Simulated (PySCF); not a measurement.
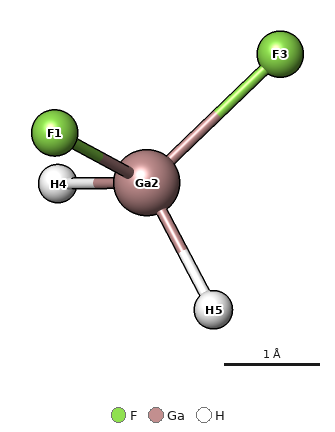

Fig. 1: The structure as given in the input (ball-and-stick view, seen at a tilt; atoms are numbered from 1 in the order of the input). Sticks mark near contacts.

Single-point calculation of GaH₂F₂ (charge −1) (part 1 of 2)

- system: GaH₂F₂, charge −1, SMILES [F][GaH2-][F]
- method: CASCI/ma-def2-TZVP, RHF (PySCF 2.14.0)

A bond length was changed on purpose from its optimised value. Figures and captions count atoms from 1; the log counts them from 0 in places.

## The program's output
```
PySCF version 2.14.0

[INPUT] num. atoms = 5
[INPUT] num. electrons = 52
[INPUT] charge = -1
[INPUT] spin (= nelec alpha-beta = 2S) = 0
[INPUT] symmetry False subgroup None
[INPUT] Mole.unit = angstrom
[INPUT] Symbol           X                Y                Z      unit          X                Y                Z       unit  Magmom
[INPUT]  1 F     -0.159213000000  -0.664632000000   1.677484000000 AA   -0.300868965470  -1.255972453622   3.169985338340 Bohr   0.0
[INPUT]  2 Ga     0.185137000000  -0.167482000000  -0.012556000000 AA    0.349858225524  -0.316495110794  -0.023727401220 Bohr   0.0
[INPUT]  3 F     -1.087530000000   1.262430000000  -0.501770000000 AA   -2.055133852248   2.385646951435  -0.948207877523 Bohr   0.0
[INPUT]  4 H     -0.092643000000  -1.387862000000  -0.935156000000 AA   -0.175069897358  -2.622679078691  -1.767188723744 Bohr   0.0
[INPUT]  5 H      1.617047000000   0.437578000000  -0.050106000000 AA    3.055775960550   0.826902578135  -0.094686617197 Bohr   0.0

nuclear repulsion = 199.152514491846
number of shells = 52
number of NR pGTOs = 220
number of NR cGTOs = 134
basis = ma-def2-tzvp
ecp = {}

******** <class 'pyscf.scf.hf.RHF'> ********
method = RHF
initial guess = minao
damping factor = 0
level_shift factor = 0
DIIS = <class 'pyscf.scf.diis.CDIIS'>
diis_start_cycle = 1
diis_space = 8
diis_damp = 0
SCF conv_tol = 1e-09
SCF conv_tol_grad = None
SCF max_cycles = 50
direct_scf = True
direct_scf_tol = 1e-13
Set gradient conv threshold to 3.16228e-05
Initial guess from minao.
init E= -2122.3753929906
  HOMO = -0.311815743595766  LUMO = 0.0238039052780627  gap/eV = 9.13268
cycle= 1 E= -2123.37605045396  delta_E=   -1  |g|= 0.835  |ddm|= 1.51
  HOMO = -0.186879428243638  LUMO = 0.157054492251387  gap/eV = 9.35892
cycle= 2 E= -2123.44336691337  delta_E= -0.0673  |g|= 0.685  |ddm|= 0.735
  HOMO = -0.227277537188478  LUMO = 0.160549754772439  gap/eV = 10.55332
cycle= 3 E= -2123.50267628218  delta_E= -0.0593  |g|= 0.0396  |ddm|= 0.256
  HOMO = -0.226891104157851  LUMO = 0.162214315402147  gap/eV = 10.58810
cycle= 4 E= -2123.50347785436  delta_E= -0.000802  |g|= 0.0165  |ddm|= 0.0849
  HOMO = -0.227127294868978  LUMO = 0.162238018800931  gap/eV = 10.59517
cycle= 5 E= -2123.50352255  delta_E= -4.47e-05  |g|= 0.00449  |ddm|= 0.015
  HOMO = -0.227438934993678  LUMO = 0.162235074467373  gap/eV = 10.60357
cycle= 6 E= -2123.50352891076  delta_E= -6.36e-06  |g|= 0.000977  |ddm|= 0.00718
  HOMO = -0.227345629660917  LUMO = 0.162250154690064  gap/eV = 10.60144
cycle= 7 E= -2123.50352960371  delta_E= -6.93e-07  |g|= 0.000285  |ddm|= 0.002
  HOMO = -0.227336038313425  LUMO = 0.162251494668466  gap/eV = 10.60122
cycle= 8 E= -2123.50352965343  delta_E= -4.97e-08  |g|= 8.14e-05  |ddm|= 0.000457
  HOMO = -0.227333726398726  LUMO = 0.16225146831743  gap/eV = 10.60115
cycle= 9 E= -2123.50352965506  delta_E= -1.63e-09  |g|= 2.91e-05  |ddm|= 7.19e-05
  HOMO = -0.227333459757631  LUMO = 0.162251353860113  gap/eV = 10.60114
cycle= 10 E= -2123.50352965527  delta_E= -2.14e-10  |g|= 5.35e-06  |ddm|= 2.97e-05
  HOMO = -0.227333699647403  LUMO = 0.162251291799585  gap/eV = 10.60115
```

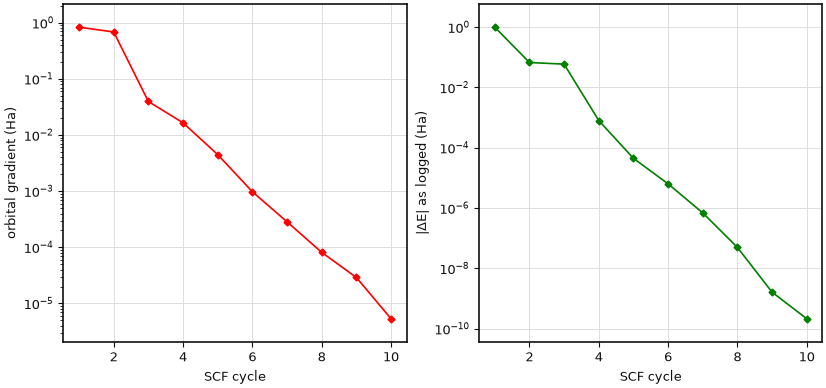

Fig. 2: Convergence of the self-consistent field: orbital gradient and size of the energy change against the SCF cycle. The residual falls at every step.

```
Extra cycle  E= -2123.50352965528  delta_E= -1.18e-11  |g|= 2.71e-06  |ddm|= 7.16e-06
converged SCF energy = -2123.50352965528

******** <class 'pyscf.mcscf.casci.CASCI'> ********
CAS (5e+5e, 10o), ncore = 21, nvir = 103
natorb = True
canonicalization = True
sorting_mo_energy = False
******** <class 'pyscf.fci.addons.SpinPenaltyFCISolver'> ********
max. cycles = 200
conv_tol = 1e-08
davidson only = True
linear dependence = 1e-12
level shift = 0.001
max iter space = 12
nroots = 1
pspace_size = 400
spin = None
Natural occ [1.99999706e+00 1.99998687e+00 1.99995670e+00 1.99980014e+00
 1.99954291e+00 5.23686419e-04 9.58281780e-05 8.66884286e-05
 8.17485737e-06 1.94108581e-06]
Natural orbital (expansion on meta-Lowdin AOs) in CAS space
               #1        #2        #3        #4        #5
0 F 1s           0.00000   0.00008   0.00007  -0.00000   0.00005
0 F 2s          -0.00001  -0.00646  -0.03493  -0.00000   0.00120
0 F 3s          -0.00000   0.00103  -0.00852  -0.00000  -0.00239
0 F 4s          -0.00000  -0.00492  -0.00547  -0.00000  -0.01224
0 F 5s           0.00000  -0.00705  -0.00289  -0.00000  -0.01496
0 F 6s          -0.00000   0.00574   0.00181   0.00000   0.01183
0 F 2px         -0.10768   0.19287   0.06306  -0.14263  -0.16061
0 F 2py         -0.11491  -0.32614  -0.17681  -0.15225  -0.05099
0 F 2pz         -0.05573   0.29959   0.24261  -0.07386   0.41543
0 F 3px          0.00766  -0.01271  -0.00831   0.02694   0.01965
0 F 3py          0.00817   0.01755   0.01303   0.02875  -0.00628
0 F 3pz          0.00396  -0.01160  -0.01082   0.01395  -0.02502
0 F 4px         -0.00114   0.00219  -0.00200   0.00328  -0.00079
0 F 4py         -0.00122  -0.00821  -0.00019   0.00350  -0.00697
0 F 4pz         -0.00059   0.01271   0.00426   0.00170   0.01590
0 F 5px          0.00182  -0.00186   0.00124  -0.00051   0.00024
0 F 5py          0.00194   0.00377  -0.00068  -0.00054   0.00272
0 F 5pz          0.00094  -0.00419  -0.00099  -0.00027  -0.00607
0 F 3dxy        -0.00104  -0.00125  -0.00043  -0.00093  -0.00069
0 F 3dyz         0.00191   0.00762   0.00561   0.00152   0.00484
0 F 3dz^2        0.00179  -0.00815  -0.00624   0.00174  -0.01081
0 F 3dxz         0.00169  -0.00059   0.00011   0.00202   0.00551
0 F 3dx2-y2     -0.00014   0.00208   0.00136   0.00127  -0.00021
0 F 4dxy        -0.00046  -0.00072  -0.00014  -0.00073  -0.00025
0 F 4dyz         0.00085   0.00309   0.00256   0.00123   0.00189
0 F 4dz^2        0.00079  -0.00368  -0.00262   0.00137  -0.00506
0 F 4dxz         0.00074   0.00002  -0.00016   0.00155   0.00303
0 F 4dx2-y2     -0.00009   0.00079   0.00067   0.00087  -0.00031
0 F 4f-3        -0.00008   0.00011   0.00007   0.00008   0.00005
0 F 4f-2         0.00022   0.00031   0.00005   0.00036   0.00037
0 F 4f-1        -0.00024  -0.00148  -0.00108  -0.00021  -0.00116
0 F 4f+0        -0.00039   0.00107   0.00072  -0.00056   0.00150
0 F 4f+1        -0.00020  -0.00000  -0.00013  -0.00040  -0.00115
0 F 4f+2         0.00001  -0.00057  -0.00039  -0.00026   0.00005
0 F 4f+3         0.00008   0.00017   0.00001   0.00008   0.00007
1 Ga 1s          0.00000  -0.00015  -0.00012  -0.00000  -0.00141
1 Ga 2s          0.00000  -0.00094  -0.00078  -0.00000  -0.00708
1 Ga 3s         -0.00000   0.00553   0.00443   0.00001   0.04405
1 Ga 4s          0.00002  -0.04837  -0.03980  -0.00005  -0.39057
1 Ga 5s          0.00000   0.00320   0.00474  -0.00001  -0.00872
1 Ga 6s         -0.00000  -0.00354  -0.00523   0.00000   0.00619
1 Ga 7s         -0.00000  -0.00010  -0.00185   0.00000   0.01232
1 Ga 2px         0.00001  -0.00005  -0.00004   0.00021   0.00017
1 Ga 2py         0.00001   0.00009   0.00009   0.00023  -0.00006
1 Ga 2pz         0.00000  -0.00009  -0.00010   0.00011  -0.00020
1 Ga 3px        -0.00022   0.00027   0.00016  -0.00333  -0.00233
1 Ga 3py        -0.00024  -0.00056  -0.00081  -0.00355   0.00082
1 Ga 3pz        -0.00011   0.00065   0.00135  -0.00172   0.00281
1 Ga 4px        -0.04373   0.05089   0.01907  -0.35357  -0.23974
1 Ga 4py        -0.04666  -0.05621  -0.08701  -0.37739   0.10522
1 Ga 4pz        -0.02261   0.01752   0.14253  -0.18300   0.24630
1 Ga 5px         0.00153  -0.01293  -0.01170   0.02525   0.03136
1 Ga 5py         0.00164   0.02394   0.02330   0.02695  -0.00992
1 Ga 5pz         0.00079  -0.02437  -0.02543   0.01307  -0.04015
1 Ga 6px        -0.00298   0.00336   0.00143   0.00309  -0.00404
1 Ga 6py        -0.00318  -0.00394  -0.00406   0.00330   0.00208
1 Ga 6pz        -0.00154   0.00163   0.00561   0.00160   0.00352
1 Ga 7px        -0.00121  -0.00088  -0.00112   0.00720   0.00174
1 Ga 7py        -0.00129   0.00168   0.00200   0.00769  -0.00031
1 Ga 7pz        -0.00063  -0.00178  -0.00194   0.00373  -0.00271
1 Ga 3dxy       -0.00159   0.02350   0.01764  -0.01012  -0.02296
1 Ga 3dyz        0.00126  -0.00398   0.00829   0.02151  -0.03377
1 Ga 3dz^2       0.00421   0.03279   0.02043   0.01460   0.03037
1 Ga 3dxz        0.00745  -0.01554  -0.01959   0.00751  -0.00849
1 Ga 3dx2-y2     0.01306   0.00153   0.00593  -0.02546  -0.00448
1 Ga 4dxy        0.00206  -0.01948  -0.01009   0.01348   0.02387
1 Ga 4dyz       -0.00127   0.00328  -0.01522  -0.02869   0.03064
1 Ga 4dz^2      -0.00578  -0.02243  -0.00755  -0.01944  -0.01925
1 Ga 4dxz       -0.01070   0.00799   0.01833  -0.00994   0.00091
1 Ga 4dx2-y2    -0.01980  -0.00001  -0.00777   0.03412   0.00563
1 Ga 5dxy        0.00232  -0.01042  -0.00019   0.00973   0.01237
1 Ga 5dyz       -0.00172   0.00392  -0.01455  -0.02067   0.01677
1 Ga 5dz^2      -0.00625  -0.01100   0.00161  -0.01407  -0.00710
1 Ga 5dxz       -0.01120   0.00088   0.01404  -0.00729  -0.00346
1 Ga 5dx2-y2    -0.01997   0.00140  -0.00714   0.02434   0.00416
1 Ga 6dxy       -0.00055   0.00881   0.00832   0.00210  -0.00392
1 Ga 6dyz        0.00116   0.00188   0.00120  -0.00468  -0.00497
1 Ga 6dz^2       0.00081   0.00881   0.00779  -0.00286   0.00421
1 Ga 6dxz        0.00045  -0.00589  -0.00439  -0.00098  -0.00130
1 Ga 6dx2-y2    -0.00127   0.00141   0.00089   0.00689  -0.00061
1 Ga 4f-3       -0.01262   0.00990   0.00045   0.00051  -0.00077
1 Ga 4f-2       -0.00301  -0.00650   0.01029   0.00264  -0.00173
1 Ga 4f-1       -0.00654  -0.01243   0.00252  -0.00182   0.00355
1 Ga 4f+0       -0.00628  -0.00500   0.00680  -0.00330  -0.00275
1 Ga 4f+1       -0.00224   0.01485  -0.00249  -0.00166  -0.00092
1 Ga 4f+2        0.00464  -0.00667   0.00370  -0.00012   0.00135
1 Ga 4f+3        0.01190   0.00479   0.00613  -0.00065  -0.00145
2 F 1s           0.00000  -0.00016  -0.00016   0.00000  -0.00001
2 F 2s          -0.00000   0.03441   0.04030   0.00002   0.01822
2 F 3s           0.00000   0.00694   0.00890   0.00001   0.00227
2 F 4s           0.00000   0.00911   0.00948  -0.00000  -0.00603
2 F 5s           0.00000   0.01014   0.00942  -0.00000  -0.01063
2 F 6s          -0.00000  -0.00836  -0.00756   0.00000   0.00929
2 F 2px          0.63195   0.09862   0.66826  -0.02747  -0.13647
2 F 2py          0.67423  -0.44775  -0.36902  -0.02916   0.15520
2 F 2pz          0.32684   0.73293  -0.53084  -0.01418  -0.05628
2 F 3px         -0.03074  -0.00159  -0.02904   0.01961   0.01876
2 F 3py         -0.03280   0.02020   0.01616   0.02092  -0.01199
2 F 3pz         -0.01590  -0.03859   0.02283   0.01015  -0.01153
2 F 4px          0.01300   0.00633   0.01741   0.00625  -0.00308
2 F 4py          0.01387  -0.01331  -0.01049   0.00668   0.00783
2 F 4pz          0.00673   0.01521  -0.01202   0.00324  -0.01020
2 F 5px         -0.01059  -0.00220  -0.01122  -0.00227   0.00252
2 F 5py         -0.01130   0.00734   0.00518  -0.00243  -0.00537
2 F 5pz         -0.00548  -0.01088   0.01101  -0.00118   0.00621
2 F 3dxy        -0.00030  -0.00802  -0.01240   0.00027   0.00399
2 F 3dyz        -0.00084  -0.00917   0.00251  -0.00043   0.00121
2 F 3dz^2        0.00175  -0.00243  -0.00854  -0.00052   0.00181
2 F 3dxz         0.00455   0.00768  -0.00131  -0.00063  -0.00080
2 F 3dx2-y2      0.01105  -0.00369   0.00175  -0.00048   0.00024
2 F 4dxy        -0.00010  -0.00348  -0.00481   0.00021   0.00240
2 F 4dyz        -0.00027  -0.00337   0.00039  -0.00020   0.00002
2 F 4dz^2        0.00057  -0.00133  -0.00313  -0.00051   0.00129
2 F 4dxz         0.00147   0.00296  -0.00007  -0.00084   0.00008
2 F 4dx2-y2      0.00358  -0.00136   0.00042  -0.00137  -0.00017
2 F 4f-3        -0.00136  -0.00032  -0.00141   0.00023   0.00045
2 F 4f-2        -0.00054  -0.00172  -0.00002   0.00011   0.00030
2 F 4f-1        -0.00055   0.00012   0.00127   0.00009  -0.00033
2 F 4f+0        -0.00027  -0.00126  -0.00011  -0.00002   0.00024
2 F 4f+1         0.00007   0.00004  -0.00118  -0.00009   0.00027
2 F 4f+2         0.00070  -0.00036   0.00020  -0.00021   0.00005
2 F 4f+3         0.00114  -0.00122  -0.00117  -0.00013   0.00053
3 H 1s           0.02703   0.00734  -0.01805  -0.56348   0.47774
3 H 2s          -0.00695   0.00107   0.00572   0.01393  -0.00485
3 H 3s          -0.00514   0.00059   0.00416   0.02597  -0.01377
3 H 2px          0.00093   0.00066  -0.00095  -0.00719   0.00257
3 H 2py          0.00067  -0.00029  -0.00171  -0.01954   0.01579
3 H 2pz          0.00239   0.00056  -0.00018  -0.01333   0.01234
4 H 1s          -0.02704   0.00736  -0.01796   0.56363   0.47759
4 H 2s           0.00695   0.00108   0.00572  -0.01394  -0.00485
4 H 3s           0.00514   0.00059   0.00416  -0.02598  -0.01376
4 H 2px          0.00147   0.00013   0.00142  -0.02184  -0.01886
4 H 2py          0.00189  -0.00086   0.00083  -0.01146  -0.00710
4 H 2pz         -0.00115   0.00028   0.00106  -0.00170   0.00125
               #6        #7        #8        #9        #10
0 F 1s          -0.00010  -0.00005   0.00000  -0.00003  -0.00004
0 F 2s          -0.14160   0.01036  -0.00002   0.04397   0.01341
0 F 3s          -0.19254   0.00162  -0.00000  -0.00932  -0.06150
0 F 4s          -0.03548  -0.01865   0.00003  -0.03780  -0.04610
0 F 5s           0.08161  -0.08970   0.00014  -0.09480  -0.05742
0 F 6s          -0.08984   0.09908  -0.00015   0.09742   0.05513
0 F 2px          0.05788   0.00650  -0.00263   0.01104  -0.00625
0 F 2py         -0.00890  -0.00162  -0.00280  -0.02460   0.00462
0 F 2pz         -0.09339  -0.00923  -0.00135   0.02941   0.00255
0 F 3px         -0.04098  -0.00623  -0.01752   0.00009  -0.02993
0 F 3py         -0.06185   0.01961  -0.01874   0.00370  -0.00566
0 F 3pz          0.20658  -0.02852  -0.00903  -0.00782   0.06948
0 F 4px          0.02283  -0.00902  -0.04530   0.02975  -0.04076
0 F 4py         -0.05078   0.02486  -0.04842  -0.02598   0.01687
0 F 4pz          0.06056  -0.03413  -0.02342  -0.00389   0.04393
0 F 5px         -0.03288   0.01657   0.07176  -0.05965   0.04903
0 F 5py          0.04384  -0.02781   0.07667   0.04223  -0.04481
0 F 5pz         -0.02687   0.02582   0.03713   0.02816  -0.00228
0 F 3dxy         0.00045  -0.00191  -0.00353   0.00098  -0.00250
0 F 3dyz        -0.00815   0.00158   0.00648   0.01298   0.00290
0 F 3dz^2        0.01401  -0.00622   0.00607  -0.01257  -0.01240
0 F 3dxz        -0.00537   0.00361   0.00571  -0.00052   0.00819
0 F 3dx2-y2     -0.00061  -0.00043  -0.00050   0.00322  -0.00125
0 F 4dxy         0.00002  -0.00157  -0.00267   0.00084  -0.00195
0 F 4dyz        -0.00431   0.00146   0.00490   0.00997   0.00212
0 F 4dz^2        0.00878  -0.00497   0.00457  -0.00934  -0.00912
0 F 4dxz        -0.00440   0.00264   0.00429  -0.00067   0.00597
0 F 4dx2-y2      0.00009  -0.00023  -0.00044   0.00254  -0.00090
0 F 4f-3        -0.00018  -0.00040  -0.00000   0.00011  -0.00022
0 F 4f-2        -0.00097   0.00036   0.00080  -0.00019   0.00014
0 F 4f-1         0.00184  -0.00074  -0.00063  -0.00184   0.00048
0 F 4f+0        -0.00240   0.00117  -0.00125   0.00057   0.00043
0 F 4f+1         0.00133  -0.00096  -0.00074   0.00073  -0.00120
0 F 4f+2         0.00003  -0.00013  -0.00022  -0.00111   0.00062
0 F 4f+3        -0.00046  -0.00025   0.00014  -0.00007  -0.00018
1 Ga 1s          0.00001   0.00005  -0.00000  -0.00019   0.00001
1 Ga 2s          0.00005  -0.00129   0.00000  -0.00113   0.00007
1 Ga 3s         -0.00031   0.00758  -0.00001   0.00715  -0.00039
1 Ga 4s          0.00271  -0.01219   0.00002  -0.07564   0.00095
1 Ga 5s         -0.01495  -0.46349   0.00068  -0.10669   0.00956
1 Ga 6s          0.02290   0.48821  -0.00072   0.12952  -0.00408
1 Ga 7s          0.01997   0.61638  -0.00090   0.16802  -0.00272
1 Ga 2px        -0.00004  -0.00005  -0.00006   0.00001  -0.00001
1 Ga 2py         0.00009   0.00002  -0.00007   0.00000   0.00002
1 Ga 2pz        -0.00011   0.00005  -0.00003  -0.00001  -0.00003
1 Ga 3px         0.00091   0.00020  -0.00014   0.00079  -0.00014
1 Ga 3py        -0.00238  -0.00004  -0.00015  -0.00048   0.00011
1 Ga 3pz         0.00315  -0.00031  -0.00007  -0.00054   0.00004
1 Ga 4px         0.14983   0.01993  -0.08596   0.19510  -0.04786
1 Ga 4py        -0.41947  -0.00217  -0.09174  -0.10970   0.07379
1 Ga 4pz         0.57578  -0.03455  -0.04441  -0.15062  -0.05975
1 Ga 5px         0.05441  -0.07590  -0.22885   0.23513  -0.08461
1 Ga 5py        -0.20465   0.04390  -0.24447  -0.12967   0.15050
1 Ga 5pz         0.31694   0.05457  -0.11859  -0.18678  -0.14699
1 Ga 6px        -0.00325   0.09900   0.28593  -0.28548   0.12495
1 Ga 6py         0.01994  -0.05468   0.30546   0.15023  -0.26228
1 Ga 6pz        -0.03486  -0.07654   0.14819   0.24169   0.29955
1 Ga 7px         0.02767   0.16579   0.49633  -0.50963   0.23218
1 Ga 7py        -0.09933  -0.08809   0.53024   0.25999  -0.52005
1 Ga 7pz         0.15135  -0.13523   0.25725   0.44838   0.62391
1 Ga 3dxy       -0.00276   0.00173   0.00071  -0.00088  -0.00010
1 Ga 3dyz        0.00228   0.00195  -0.00156  -0.00048   0.00020
1 Ga 3dz^2      -0.00661  -0.00124  -0.00098   0.00068  -0.00062
1 Ga 3dxz        0.00271   0.00020  -0.00038  -0.00070   0.00037
1 Ga 3dx2-y2     0.00003   0.00031   0.00219   0.00012  -0.00004
1 Ga 4dxy        0.04275  -0.00353   0.00052   0.01414   0.00077
1 Ga 4dyz       -0.00364  -0.00660  -0.00135  -0.00814  -0.00307
1 Ga 4dz^2       0.07286   0.00291  -0.00052   0.00561   0.01130
1 Ga 4dxz       -0.04584   0.00206   0.00037   0.01152  -0.00789
1 Ga 4dx2-y2     0.00819  -0.00189   0.00337  -0.00587   0.00124
1 Ga 5dxy        0.04683  -0.00484   0.00046   0.01666  -0.00389
1 Ga 5dyz       -0.00079  -0.00679  -0.00134  -0.00781  -0.00096
1 Ga 5dz^2       0.08047   0.00278  -0.00031   0.00374   0.00394
1 Ga 5dxz       -0.05434   0.00163   0.00079   0.01461  -0.00536
1 Ga 5dx2-y2     0.01082  -0.00173   0.00424  -0.00676   0.00141
1 Ga 6dxy        0.07132   0.01929   0.00094   0.04853  -0.01468
1 Ga 6dyz       -0.02073   0.01776  -0.00231   0.00929  -0.00016
1 Ga 6dz^2       0.14711  -0.01292  -0.00119  -0.01257  -0.00516
1 Ga 6dxz       -0.08700   0.00563  -0.00012   0.03199  -0.00328
1 Ga 6dx2-y2     0.01284   0.00162   0.00413  -0.00919   0.00177
1 Ga 4f-3        0.01013  -0.01813   0.00694  -0.01203  -0.00165
```
